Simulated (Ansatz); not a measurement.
The reference is SnTe in the rock salt structure (space group Fm-3m, No. 225; a = 6.371 Å). Axes: x, y, z lie along the cube axes.

It is then changed as follows: biaxial strain +0.19 %, plane normal [110], relaxed out of plane (Cartesian); in-plane vectors clamped, the third vector and the atoms free.

Method: Ansatz (a first-principles code), r2SCAN, PAW, cutoff 500 eV, no spin-orbit coupling, earlier PAW set.

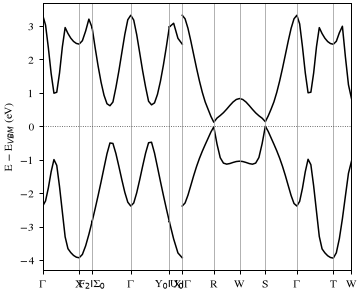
Fig. 1. Highest valence and lowest conduction band along the path of the changed cell's own zone

From the figure, how large is the changed gap, and is it direct?

About 0.1 eV, indirect, S → R.

A biaxial case was relaxed in a doubled cell and then solved in the primitive one. Spin-orbit coupling, missing from the scalar runs, can matter with Te. Whether these cells are dynamically stable was not tested. Labels are those of the standard path for the cell's own space group.
